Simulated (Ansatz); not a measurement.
# C2H7NSSi: one species, many methods

How much do the methods differ for C2H7NSSi? The plan is to run it at one geometry with functionals of several rungs and with coupled cluster, and see how far each lands from CCSD(T) at the basis-set limit for the atomisation energy.

The runs use Ansatz 0.2.0, Gaussian basis; functionals in def2-TZVPP, the program's frozen cores in correlated methods.

Levels to be run: PBE-D4, r2SCAN-D4, PBE0-D4, B3LYP-D4, ωB97X-V, ωB97M-V, B2PLYP; CCSD(T)/def2-TZVPP; MP2/def2-QZVPP; extrapolation to the limit.

### Step 1. The relaxed structure

The geometry comes from an earlier relaxation with PBE0-D4 in a triple-zeta def2 set; it is a stationary point, not always the lowest conformer.

SMILES `C[SiH]1NCS1`, 12 atoms, charge 0, spin multiplicity 1.

Atoms are counted from 1 here; the program's logs count them from 0.

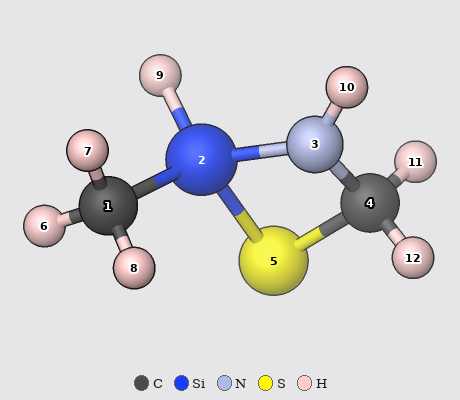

The structure; carbon dark grey, silicon blue, nitrogen light blue, sulfur yellow, hydrogen pink; atoms are numbered from 1 in the order of the file.

### Step 2. PBE-D4 (GGA)

File in.yaml:

```yaml
crystal:
  periodic: [false, false, false]
  atoms:
    - {symbol: C, position_ang: [-1.748013, 0.053100, 1.020155]}
    - {symbol: Si, position_ang: [0.027094, 0.382265, 0.593467]}
    - {symbol: N, position_ang: [0.866241, -0.829666, -0.296865]}
    - {symbol: C, position_ang: [1.312784, -0.060403, -1.445629]}
    - {symbol: S, position_ang: [0.426407, 1.537602, -1.163003]}
    - {symbol: H, position_ang: [-2.222400, 0.964031, 1.396625]}
    - {symbol: H, position_ang: [-1.815610, -0.703475, 1.808216]}
    - {symbol: H, position_ang: [-2.300896, -0.296485, 0.146767]}
    - {symbol: H, position_ang: [0.703751, 0.862694, 1.835593]}
    - {symbol: H, position_ang: [1.435313, -1.602169, 0.005684]}
    - {symbol: H, position_ang: [2.391051, 0.123429, -1.463213]}
    - {symbol: H, position_ang: [1.001079, -0.486023, -2.403898]}
basis:
  gaussian: {orbitals: def2-TZVPP}
hamiltonian: {xc: pbe, dispersion: d4}
output: {forces: true, orbitals: {seedname: orbitals}}
```

On the command line:

```sh
> ansatz run in.yaml --threads 4 --pin off --events-out ev --progress --plain --max-ram 10444MiB
```

After this run come: r2SCAN-D4 (meta-GGA); PBE0-D4 (hybrid); B3LYP-D4 (hybrid); ωB97X-V (range-separated); ωB97M-V (range-separated); B2PLYP (double hybrid); CCSD(T) in def2-TZVPP; MP2 in def2-QZVPP.

**Question.** What will the summary of the whole plan be? Wanted: atomisation energy, CCSD(T)/CBS; farthest; mean size of error, hybrid; mean size of error, range-separated; gap, smallest and largest; T1 diagnostic; triples share of the correlation energy.

**Answer**, as computed:

```
                               quantity                                 value
        atomisation energy, CCSD(T)/CBS                             45.608 eV
    functionals within 0.228 eV (0.5 %)          r2SCAN-D4, PBE0-D4, B3LYP-D4
                               farthest                    PBE-D4 (+0.876 eV)
             mean size of error, hybrid                              0.123 eV
    mean size of error, range-separated                              0.302 eV
              gap, smallest and largest  4.70 eV (PBE-D4), 11.19 eV (ωB97X-V)
                          T1 diagnostic                                0.0106
triples share of the correlation energy                                 4.2 %
```

In words: PBE-D4 misses by +0.876 eV. Double hybrids carry the basis error of their MP2 part in triple zeta, and no dispersion term here, so their miss is partly the set-up's. The reference freezes the cores and leaves out relativity and excitations past (T), so misses under about 0.228 eV can't be ranked. Hartree-Fock recovers 72 % of the binding; the rest is correlation. Orbital gaps span 4.7 to 11.2 eV; exact exchange widens them.
